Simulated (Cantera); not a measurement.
Charge: 1 mol Si3N4, 11 mol HCl, 22 mol N2, at 1250 K.

Equilibrium computed with Cantera from the NASA thermochemical tables; the gas is ideal and each condensed phase is pure. Candidate condensed phases: NH4Cl, Si, Si3N4; 28 gas species. The tables' values for SiCl3 are old estimates; treat these amounts as uncertain. Rates play no part.

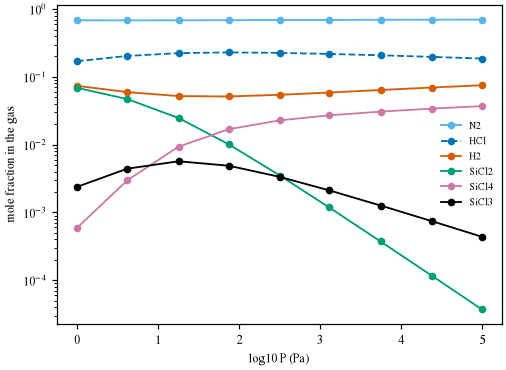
Equilibrium gas composition (values under 1e-9 drawn at 1e-9)

From 0.00750 Torr to 750 Torr the condensed part is Si3N4(s). The main Si-bearing gas is SiCl2 at 0.00750 Torr and SiCl4 at 750 Torr. The share of Si in condensed phases is highest at 2.40 Torr (67.3 %) and lowest at 0.00750 Torr (17.0 %).
